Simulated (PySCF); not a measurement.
System: C6H12BNSi.

```xyz
21

C     3.4272   -2.2523   -0.1730
C     2.3589   -1.3250    0.1549
C     1.4885   -0.5425    0.4284
B     0.3699    0.4846    0.7760
C     0.4008    1.7930   -0.2366
C    -0.6715    2.8315    0.0717
N    -0.8901   -0.1920    0.4970
C    -1.8796   -0.6891    0.1720
Si   -3.4701   -1.4777   -0.3773
H     4.0990   -1.8069   -0.9081
H     3.0122   -3.1715   -0.5893
H     4.0005   -2.4999    0.7214
H     0.3597    0.7951    1.9277
H     0.2988    1.4687   -1.2748
H     1.3840    2.2562   -0.1424
H    -1.6698    2.4080   -0.0420
H    -0.5721    3.1922    1.0936
H    -0.5910    3.6878   -0.5990
H    -3.1031   -2.4684   -1.3854
H    -4.0739   -2.0779    0.8103
H    -4.2873   -0.3970   -0.9255
```

Geometry: GFN2-xTB.

All numbers below come from PBE0/pcSseg-1, SCF density, gas phase, non-relativistic (PySCF).

Q: Predict the electron density and electron localisation function between the atoms.

A: C–N (1.15 Å): ρ at the midpoint is about 3.4 e/Å³; the ELF peaks at about 0.85 between the atoms; a multiple bond.
C–C (1.20 Å): the density is about 2.7 e/Å³ at the midpoint; the ELF peaks at about 0.85 between the atoms (a short, multiple covalent bond).
B–N (1.46 Å): ρ is about 1.6 e/Å³ halfway; the ELF peaks at about 0.95 between the atoms: a polar covalent bond.
C–B (1.56 Å): ρ at the midpoint is about 1.3 e/Å³; the ELF peaks at about 0.95 between the atoms (a shared electron pair).

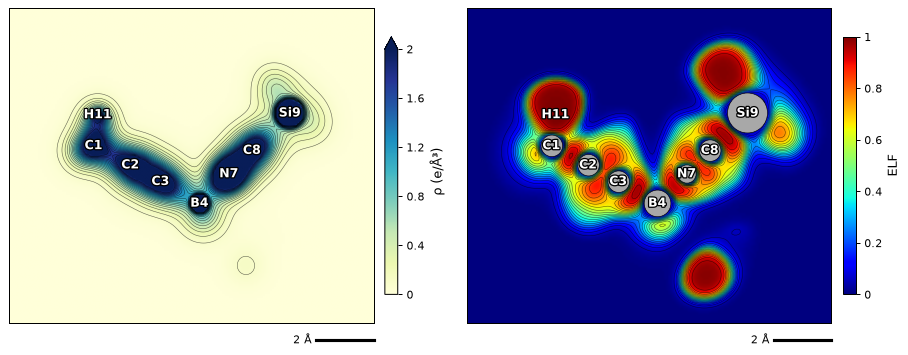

Computed electron density and electron localisation function on the plane of atoms C2, C1 and H11, in this order. Grey discs cover the atomic cores in the ELF map. 
